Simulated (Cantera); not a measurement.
Feed: 1 mol toluene, 4.7 mol H2, 0.74 mol O2, at 1.80 bar.

Cantera equilibrium calculation (NASA polynomials, part measured and part estimated; ideal gas, pure solids and liquids). Candidate condensed phases: C, C6H6, C7H8, C8H18, H2O; 110 gas species. Equilibrium is a limit: real reactors are often held back by kinetics, nucleation or transport.

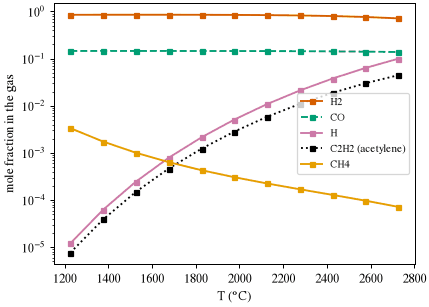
Fig. 1. Equilibrium gas composition (values under 1e-9 drawn at 1e-9)

Read off the mole fractions at 2577 °C.

H2 about 0.76, CO about 0.14, H about 0.063, C2H2 (acetylene) about 0.030, CH4 about 9.7e-5.
